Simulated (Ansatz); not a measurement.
Starting cell, AlN (wurtzite):

```
CELL_PARAMETERS angstrom
      6.25960     0.00000     0.00000
     -1.56490     2.71049     0.00000
      0.00000     0.00000     5.01733
ATOMIC_POSITIONS crystal
  Al 0.33333 0.33333 0.00337
  Al 0.83333 0.33333 0.00337
  Al 0.16667 0.66667 0.50337
  Al 0.66667 0.66667 0.50337
  N  0.33333 0.33333 0.62183
  N  0.83333 0.33333 0.62183
  N  0.16667 0.66667 0.12183
  N  0.66667 0.66667 0.12183
```

A phonon eigenvector at M = (0.5, 0.0, 0.0) is frozen into this cell: atom i moves by Q times the vector below, so Q is the largest atomic displacement, in Å. The cell is held. (q is in reciprocal vectors of the primitive cell; the cell shown is doubled to hold the pattern.)

```
atom       x       y       z
----  ------  ------  ------
Al1   -0.217  -0.126  -0.153
Al2    0.217   0.126   0.153
Al3    0.217   0.126  -0.153
Al4   -0.217  -0.126   0.153
N5     0.859   0.496   0.124
N6    -0.859  -0.496  -0.124
N7    -0.859  -0.496   0.124
N8     0.859   0.496  -0.124
```

These are PBE (plane waves to 420 eV, PAW, scalar-relativistic; Ansatz, a quantum-chemistry and plane-wave program) values and carry that method's errors. k mesh 6×12×7 (Γ-centred), Fermi-Dirac smearing 0.05 eV. E stands for the smeared free energy. AlN was relaxed with its symmetry unable to fall. The PAW data are Ansatz's earlier set. ΔE is measured from the undisplaced structure.

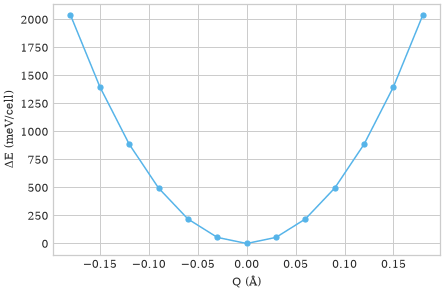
Figure: ΔE (meV/cell) against Q (Å); markers are the computed points, lines only join them.

What is the energy change at Q = 0.180 Å?

About 2000 meV/cell.

What harmonic wavenumber does the curvature at Q = 0 give?

About 710 cm⁻¹.

(A displaced cell: forces are minus the slopes of the energy, force constants its curvatures, and phonons follow from these.)
